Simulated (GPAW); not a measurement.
## Run report: CH2InN, calculation of the molecule and its ions (part 2 of 2)

CH2InN, SMILES N#[C][InH2]; BEEF-vdW/plane waves, scalar-relativistic datasets (GPAW 26.7.0). The geometry comes from this level: PBE0-D4/def2-TZVP.

Geometry of the input (Å):
```
N  0.1449  -1.9125  1.5920
C  0.0822  -1.0314  0.8489
In -0.0336  0.5993  -0.5260
H  -1.0228  0.3060  -1.8819
H  0.8793  1.9651  -0.0744
```

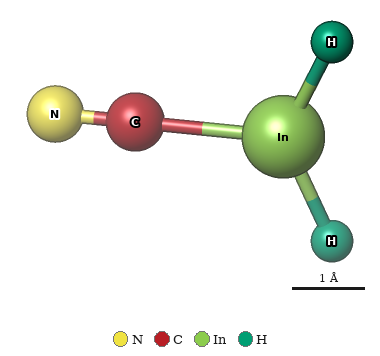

*The structure as given in the input (ball-and-stick view, seen at a tilt). Sticks mark near contacts.*

## The program's output, continued
```
species:
  N:
    name:    Nitrogen
    Z:       7.0
    valence: 5
    core:    2
    charge:  0.0  # [|e|]
    file:    N.PBE.gz
    compensation charges:
      type: gauss
      rc: 0.18  # [Å]
      lmax: 2
    cutoffs:
      filter: 1.11  # [Å]
      core: 0.96  # [Å]
    projectors
    | kind |    occ | energy [eV] | rcut [Å] |
    |------|--------|-------------|----------|
    |   2s |  2.000 |     -18.583 |    0.603 |
    |   2p |  3.000 |      -7.089 |    0.529 |
    |    s |        |       8.629 |    0.603 |
    |    p |        |      20.123 |    0.529 |
    |    d |        |       0.000 |    0.577 |

    Using partial waves for N as LCAO basis

  C:
    name:    Carbon
    Z:       6.0
    valence: 4
    core:    2
    charge:  0.0  # [|e|]
    file:    C.PBE.gz
    compensation charges:
      type: gauss
      rc: 0.20  # [Å]
      lmax: 2
    cutoffs:
      filter: 1.14  # [Å]
      core: 1.14  # [Å]
    projectors
    | kind |    occ | energy [eV] | rcut [Å] |
    |------|--------|-------------|----------|
    |   2s |  2.000 |     -13.751 |    0.635 |
    |   2p |  2.000 |      -5.284 |    0.635 |
    |    s |        |      13.461 |    0.635 |
    |    p |        |      21.927 |    0.635 |
    |    d |        |       0.000 |    0.635 |

    Using partial waves for C as LCAO basis

  In:
    name:    Indium
    Z:       49.0
    valence: 13
    core:    36
    charge:  0.0  # [|e|]
    file:    In.PBE.gz
    compensation charges:
      type: gauss
      rc: 0.36  # [Å]
      lmax: 2
    cutoffs:
      filter: 2.09  # [Å]
      core: 2.48  # [Å]
    projectors
    | kind |    occ | energy [eV] | rcut [Å] |
    |------|--------|-------------|----------|
    |   5s |  2.000 |      -8.203 |    1.185 |
    |   5p |  1.000 |      -2.521 |    1.244 |
    |   4d | 10.000 |     -18.629 |    1.148 |
    |    s |        |      19.008 |    1.185 |
    |    p |        |      24.691 |    1.244 |
    |    d |        |       8.583 |    1.148 |

    Using partial waves for In as LCAO basis

  H:
    name:    Hydrogen
    Z:       1.0
    valence: 1
    core:    0
    charge:  0.0  # [|e|]
    file:    H.PBE.gz
    compensation charges:
      type: gauss
      rc: 0.15  # [Å]
      lmax: 2
    cutoffs:
      filter: 0.85  # [Å]
      core: 0.53  # [Å]
    projectors
    | kind |    occ | energy [eV] | rcut [Å] |
    |------|--------|-------------|----------|
    |   1s |  1.000 |      -6.494 |    0.476 |
    |    s |        |      20.717 |    0.476 |
    |    p |        |       0.000 |    0.476 |

    Using partial waves for H as LCAO basis

Reference energy: -162509.749604  # eV

eigensolver:
  PPCG
  Converge bands: occupied
  niter=2

density mixing:
  MSR1-Mixer
  Pratt-step length: 0.05
  Maximum mixing coefficient: 0.75
  Old densities: 10
  SVD Regularization: 0.005
  Good broyden scale: 1.0
  Trust region scale: 1.0
  Backstep threshold: 4.0
  History deletion threshold: 6.0
  Fourier metric: weight=20.0, sigma=0.015

occupation numbers:
  Fixed magnetic moment: 1.000
  Fermi-Dirac:
    width: 0.0100  # eV

poisson solver:
  ecut: 2720.0  # eV
  uniform background charge: 1.0  # electrons

xc functional:
  name: BEEF-vdW with 2 nearest neighbor stencil

Initialization done in: 18.183 s

convergence criteria:
- Maximum [total energy] change in last 3 cyles: 0.0005 eV / valence electron
- Maximum integral of absolute [dens]ity change: 0.0001 electrons / valence electron
- Maximum integral of absolute [eigenst]ate change: 4e-08 eV^2 / valence electron
maximum number of iterations: 100

SCF iterations
|iter     |     time |      energy | eigst |  dens |  magmom |
|---------|----------|-------------|-------|-------|---------|
|iter:   1| 00:02:53 | -189.509873 | +0.46 |       |  +0.9888|
|iter:   2| 00:03:09 | -188.464468 | -1.46 | -0.67 |  +0.9893|
|iter:   3| 00:03:27 | -186.546122 | -0.47 | -0.70 |  +0.9966|
|iter:   4| 00:03:44 | -184.732453 | -0.97 | -0.77 |  +0.9972|
|iter:   5| 00:04:03 | -184.120549 | -1.73 | -1.07 |  +0.9987|
|iter:   6| 00:04:19 | -184.100182 | -2.55 | -1.44 |  +0.9992|
|iter:   7| 00:04:35 | -184.114465 | -3.24 | -1.80 |  +1.0000|
|iter:   8| 00:04:52 | -184.103821 | -3.39 | -1.60 |  +1.0000|
|iter:   9| 00:05:12 | -184.102055 | -4.52 | -1.99 |  +1.0000|
|iter:  10| 00:05:32 | -184.101334c| -4.51 | -2.20 |  +1.0000|
|iter:  11| 00:05:51 | -184.101254c| -4.95 | -2.41 |  +1.0000|
|iter:  12| 00:06:09 | -184.101286c| -5.69 | -3.23 |  +1.0000|
|iter:  13| 00:06:25 | -184.101296c| -6.05 | -3.64 |  +1.0000|
|iter:  14| 00:06:43 | -184.101296c| -6.83 | -3.54 |  +1.0000|
|iter:  15| 00:07:02 | -184.101296c| -7.65c| -4.14c|  +1.0000|

Converged in 15 steps
SCF loop duration: 250.433 s (16.696 s/step)
Energy contributions relative to reference atoms: (reference = -162509.749604)

Energy contributions:
  Kinetic:          46.720285
  Coulomb:         -42.936342
  Zero:              0.517602
  External:          0.000000
  Xc:             -188.402840
  Entropy:          -0.000003
  Spinorbit:         0.000000
  ----------------------------
  Free energy:    -184.101298
  Extrapolated:   -184.101296

dipole moment: (7.535280, 8.141875, 7.063504)  # |e|*Ang

Total magnetic moment: (0.000000, 0.000000, 1.000000)

Local magnetic moments
|        x |        y |        z |
|----------|----------|----------|
| 0.000000 | 0.000000 | 0.093311 |  # N    0
| 0.000000 | 0.000000 | 0.043339 |  # C    1
| 0.000000 | 0.000000 | 0.051954 |  # In   2
| 0.000000 | 0.000000 | 0.093497 |  # H    3
| 0.000000 | 0.000000 | 0.094417 |  # H    4

Fermi levels: -9.668, -11.365
Eigenvalues  # (at kpt = [0.000, 0.000, 0.000])
| band index |      eig [eV] | occ [0-1] |      eig [eV] | occ [0-1] |
|------------|---------------|-----------|---------------|-----------|
|          0 |       -27.306 |     1.000 |       -26.864 |     1.000 |
|        ... |               |           |               |           |
|          4 |       -24.148 |     1.000 |       -24.111 |     1.000 |
|          5 |       -24.106 |     1.000 |       -24.084 |     1.000 |
|          6 |       -16.302 |     1.000 |       -16.090 |     1.000 |
|          7 |       -13.786 |     1.000 |       -13.339 |     1.000 |
|          8 |       -12.806 |     1.000 |       -11.963 |     1.000 |
|          9 |       -12.211 |     1.000 |       -11.932 |     1.000 |
|         10 |       -12.071 |     1.000 |       -11.478 |     1.000 |
|         11 |       -11.702 |     1.000 |       -11.253 |     0.000 |
|         12 |        -6.478 |     0.000 |        -6.432 |     0.000 |
|         13 |        -5.022 |     0.000 |        -4.528 |     0.000 |
|         14 |        -4.318 |     0.000 |        -3.826 |     0.000 |
|         15 |        -3.150 |     0.000 |        -3.065 |     0.000 |
|         16 |        -3.010 |     0.000 |        -2.886 |     0.000 |
|         17 |        -1.873 |     0.000 |        -1.807 |     0.000 |
|         18 |        -0.946 |     0.000 |        -0.752 |     0.000 |

Gap: 4.776 eV
Transition (v -> c):
  (s=1, k=0, n=11, [0.00, 0.00, 0.00]) -> (s=0, k=0, n=12, [0.00, 0.00, 0.00])
No difference between direct/indirect transitions
oxidised     -184.10130 eV
  __  _  _
 | _ |_)|_||  |
 |__||  | ||/\| - 26.7.0

units:  Angstrom and eV
cores:  1
OpenMP: False

Versions:
  Python: 3.12.14
  ASE:    3.29.0
  Numpy:  2.5.5
  Scipy:  1.18.1
  Libxc:  7.0.0

Input parameters:
  mode=PW(ecut=340.0),
  charge=-1,
  maxiter=100,
  occupations=Occupations(name='fermi-dirac', width=0.01, fixmagmom=True),
  symmetry=Symmetry(point_group=False, time_reversal=False),
  xc=XC(name='BEEF-vdW')

timing:  # [seconds]
  Total: 268.670  # ━━━━━━━━━━━━━━━━━━━━━━━━━━━━━━━━━━━━━━━━━━━━━━━━━━━━━━━━━
  Init:   18.183  # ━━━━
  SCF:   250.433  # ━━━━━━━━━━━━━━━━━━━━━━━━━━━━━━━━━━━━━━━━━━━━━━━━━━━━━

Max RSS: 2454.562  # MiB

timing:  # [seconds]
  Total: 422.343  # ━━━━━━━━━━━━━━━━━━━━━━━━━━━━━━━━━━━━━━━━━━━━━━━━━━━━━━━━━
  Init:   18.941  # ━━╸
  SCF:   134.728  # ━━━━━━━━━━━━━━━━━━

Max RSS: 2454.562  # MiB

Diagonalizing LCAO Hamiltonian
Converting LCAO to pw mode
          .------------------------------------.
         /|                                    |
        / |                                    |
       /  |                                    |
      /   |                                    |
     /    |                                    |
    /     |                                    |
   /      |                                    |
  /       |                                    |
 *        |                                    |
 |        |                                    |
 |        |                                    |
 |        |                 H                  |
 |        |            NC                      |
 |        |             In                     |
 |        |           H                        |
 |        |                                    |
 |        |                                    |
 |        .------------------------------------.
 |       /                                    /
 |      /                                    /
 |     /                                    /
 |    /                                    /
 |   /                                    /
 |  /                                    /
 | /                                    /
 |/                                    /
 *------------------------------------*

Atoms  # Å, Bohr magnetons
|   | symbol |        x |        y |        z |    initial magnetic moments |
|---|--------|----------|----------|----------|-----------------------------|
| 0 |      N | 7.716650 | 5.561200 | 9.236950 | ( 0.0000,  0.0000,  0.2000) |
| 1 |      C | 7.653950 | 6.442300 | 8.493850 | ( 0.0000,  0.0000,  0.2000) |
| 2 |     In | 7.538150 | 8.073000 | 7.118950 | ( 0.0000,  0.0000,  0.2000) |
| 3 |      H | 6.548950 | 7.779700 | 5.763050 | ( 0.0000,  0.0000,  0.2000) |
| 4 |      H | 8.451050 | 9.438800 | 7.570550 | ( 0.0000,  0.0000,  0.2000) |

Unit cell  # Å
| periodic |         x |         y |         z |   lengths |    angles |
|----------|-----------|-----------|-----------|-----------|-----------|
|      yes | 15.000000 |  0.000000 |  0.000000 | 15.000000 | 90.000000 |
|      yes |  0.000000 | 15.000000 |  0.000000 | 15.000000 | 90.000000 |
|      yes |  0.000000 |  0.000000 | 15.000000 | 15.000000 | 90.000000 |

Number of symmetries: 1
Symmetry operations  # r_c * U_cc + t_c -> r_c
|   | kind |            matrix            |
|---|------|------------------------------|
| 0 |  E   |  1, 0, 0,  0, 1, 0,  0, 0, 1 |

BZ-sampling:
  Number of BZ points: 1
  Number of IBZ points: 1

  Monkhorst-Pack size: [1, 1, 1]
  Monkhorst-Pack shift: [0, 0, 0]

K-points  # in reciprocal-cell coordinates
|   |                                coordinates |     weight |
|---|--------------------------------------------|------------|
| 0 | (  0.00000000,   0.00000000,   0.00000000) | 1.00000000 |

Plane wave coefficients: 23969
Cutoff: 340.0 eV

Spin-components: 2 (collinear spins)
Bands:           19
Projectors:      22
Spin-degeneracy: 1
Datatype:        float64

  Storage: CPU
  Wave functions: 14_573_152 bytes (14_573_152 per core)
  Projectors: 12_655_632 bytes (12_655_632 per core)

Parallelization:
  kpt:    1
  domain: 1
  band:   1

Density:
  Valence electrons: 24.0
  Components: 2
  Grid points: [64 64 64]
  Charge: -1.0  # |e|

Potential:
  Grid points: [64 64 64]

species:
  N:
    name:    Nitrogen
    Z:       7.0
    valence: 5
    core:    2
    charge:  0.0  # [|e|]
    file:    N.PBE.gz
    compensation charges:
      type: gauss
      rc: 0.18  # [Å]
      lmax: 2
    cutoffs:
      filter: 1.11  # [Å]
      core: 0.96  # [Å]
    projectors
    | kind |    occ | energy [eV] | rcut [Å] |
    |------|--------|-------------|----------|
    |   2s |  2.000 |     -18.583 |    0.603 |
    |   2p |  3.000 |      -7.089 |    0.529 |
    |    s |        |       8.629 |    0.603 |
    |    p |        |      20.123 |    0.529 |
    |    d |        |       0.000 |    0.577 |

    Using partial waves for N as LCAO basis

  C:
    name:    Carbon
    Z:       6.0
    valence: 4
    core:    2
    charge:  0.0  # [|e|]
    file:    C.PBE.gz
    compensation charges:
      type: gauss
      rc: 0.20  # [Å]
      lmax: 2
    cutoffs:
      filter: 1.14  # [Å]
      core: 1.14  # [Å]
    projectors
    | kind |    occ | energy [eV] | rcut [Å] |
    |------|--------|-------------|----------|
    |   2s |  2.000 |     -13.751 |    0.635 |
    |   2p |  2.000 |      -5.284 |    0.635 |
    |    s |        |      13.461 |    0.635 |
    |    p |        |      21.927 |    0.635 |
    |    d |        |       0.000 |    0.635 |

    Using partial waves for C as LCAO basis

  In:
    name:    Indium
    Z:       49.0
    valence: 13
    core:    36
    charge:  0.0  # [|e|]
    file:    In.PBE.gz
    compensation charges:
      type: gauss
      rc: 0.36  # [Å]
      lmax: 2
    cutoffs:
      filter: 2.09  # [Å]
      core: 2.48  # [Å]
    projectors
    | kind |    occ | energy [eV] | rcut [Å] |
    |------|--------|-------------|----------|
    |   5s |  2.000 |      -8.203 |    1.185 |
    |   5p |  1.000 |      -2.521 |    1.244 |
    |   4d | 10.000 |     -18.629 |    1.148 |
    |    s |        |      19.008 |    1.185 |
    |    p |        |      24.691 |    1.244 |
    |    d |        |       8.583 |    1.148 |

    Using partial waves for In as LCAO basis

  H:
    name:    Hydrogen
    Z:       1.0
    valence: 1
    core:    0
    charge:  0.0  # [|e|]
    file:    H.PBE.gz
    compensation charges:
      type: gauss
      rc: 0.15  # [Å]
      lmax: 2
    cutoffs:
      filter: 0.85  # [Å]
      core: 0.53  # [Å]
    projectors
    | kind |    occ | energy [eV] | rcut [Å] |
    |------|--------|-------------|----------|
    |   1s |  1.000 |      -6.494 |    0.476 |
    |    s |        |      20.717 |    0.476 |
    |    p |        |       0.000 |    0.476 |

    Using partial waves for H as LCAO basis

Reference energy: -162509.749604  # eV

eigensolver:
  PPCG
  Converge bands: occupied
  niter=2

density mixing:
  MSR1-Mixer
  Pratt-step length: 0.05
  Maximum mixing coefficient: 0.75
  Old densities: 10
  SVD Regularization: 0.005
  Good broyden scale: 1.0
  Trust region scale: 1.0
  Backstep threshold: 4.0
  History deletion threshold: 6.0
  Fourier metric: weight=20.0, sigma=0.015

occupation numbers:
  Fixed magnetic moment: 1.000
  Fermi-Dirac:
    width: 0.0100  # eV

poisson solver:
  ecut: 2720.0  # eV
  uniform background charge: -1.0  # electrons

xc functional:
  name: BEEF-vdW with 2 nearest neighbor stencil

Initialization done in: 20.081 s

convergence criteria:
- Maximum [total energy] change in last 3 cyles: 0.0005 eV / valence electron
- Maximum integral of absolute [dens]ity change: 0.0001 electrons / valence electron
- Maximum integral of absolute [eigenst]ate change: 4e-08 eV^2 / valence electron
maximum number of iterations: 100

SCF iterations
|iter     |     time |      energy | eigst |  dens |  magmom |
|---------|----------|-------------|-------|-------|---------|
|iter:   1| 00:07:23 | -196.353807 | +0.09 |       |  +0.9899|
|iter:   2| 00:07:40 | -196.366270 | -1.49 | -0.82 |  +0.9904|
|iter:   3| 00:07:56 | -196.186255 | -0.95 | -0.82 |  +0.9979|
|iter:   4| 00:08:14 | -195.957251 | -1.53 | -0.96 |  +0.9983|
|iter:   5| 00:08:36 | -195.966499 | -1.79 | -1.35 |  +0.9992|
|iter:   6| 00:08:56 | -195.966953c| -2.27 | -1.61 |  +0.9998|
|iter:   7| 00:09:13 | -195.969312c| -3.49 | -1.93 |  +0.9999|
|iter:   8| 00:09:29 | -195.970063c| -3.90 | -2.35 |  +1.0000|
|iter:   9| 00:09:48 | -195.970155c| -4.39 | -2.73 |  +1.0000|
|iter:  10| 00:10:09 | -195.970181c| -5.44 | -3.07 |  +1.0000|
|iter:  11| 00:10:27 | -195.970190c| -5.63 | -3.39 |  +1.0000|
|iter:  12| 00:10:45 | -195.970192c| -6.57 | -3.82 |  +1.0000|
|iter:  13| 00:11:06 | -195.970192c| -7.15 | -4.25c|  +1.0000|
|iter:  14| 00:11:28 | -195.970192c| -7.34 | -4.56c|  +1.0000|
|iter:  15| 00:11:48 | -195.970192c| -7.90c| -4.91c|  +1.0000|

Converged in 15 steps
SCF loop duration: 266.182 s (17.745 s/step)
Energy contributions relative to reference atoms: (reference = -162509.749604)

Energy contributions:
  Kinetic:          55.913085
  Coulomb:         -50.619326
  Zero:              0.549374
  External:          0.000000
  Xc:             -201.813326
  Entropy:          -0.000000
  Spinorbit:         0.000000
  ----------------------------
  Free energy:    -195.970192
  Extrapolated:   -195.970192

dipole moment: (-7.599618, -7.220714, -7.835440)  # |e|*Ang

Total magnetic moment: (0.000000, 0.000000, 1.000000)

Local magnetic moments
|        x |        y |         z |
|----------|----------|-----------|
| 0.000000 | 0.000000 |  0.029389 |  # N    0
| 0.000000 | 0.000000 | -0.009384 |  # C    1
| 0.000000 | 0.000000 |  0.125276 |  # In   2
| 0.000000 | 0.000000 | -0.005446 |  # H    3
| 0.000000 | 0.000000 | -0.005459 |  # H    4

Fermi levels: -1.096, -2.400
Eigenvalues  # (at kpt = [0.000, 0.000, 0.000])
| band index |      eig [eV] | occ [0-1] |      eig [eV] | occ [0-1] |
|------------|---------------|-----------|---------------|-----------|
|          0 |       -20.844 |     1.000 |       -20.776 |     1.000 |
|        ... |               |           |               |           |
|          5 |       -16.698 |     1.000 |       -16.619 |     1.000 |
|          6 |        -9.877 |     1.000 |        -9.710 |     1.000 |
|          7 |        -7.510 |     1.000 |        -7.375 |     1.000 |
|          8 |        -6.341 |     1.000 |        -6.318 |     1.000 |
|          9 |        -6.270 |     1.000 |        -6.145 |     1.000 |
|         10 |        -5.734 |     1.000 |        -5.679 |     1.000 |
|         11 |        -5.384 |     1.000 |        -5.356 |     1.000 |
|         12 |        -1.330 |     1.000 |        -0.676 |     0.000 |
|         13 |        -0.657 |     0.000 |        -0.475 |     0.000 |
|         14 |        -0.084 |     0.000 |         0.148 |     0.000 |
|         15 |         0.008 |     0.000 |         0.199 |     0.000 |
|         16 |         0.022 |     0.000 |         0.209 |     0.000 |
|         17 |         0.074 |     0.000 |         0.230 |     0.000 |
|         18 |         0.085 |     0.000 |         0.244 |     0.000 |

Gap: 0.655 eV
Transition (v -> c):
  (s=0, k=0, n=12, [0.00, 0.00, 0.00]) -> (s=1, k=0, n=12, [0.00, 0.00, 0.00])
No difference between direct/indirect transitions
reduced      -195.97019 eV
Vertical IP             9.538 eV
Vertical EA = 2.331 eV
```
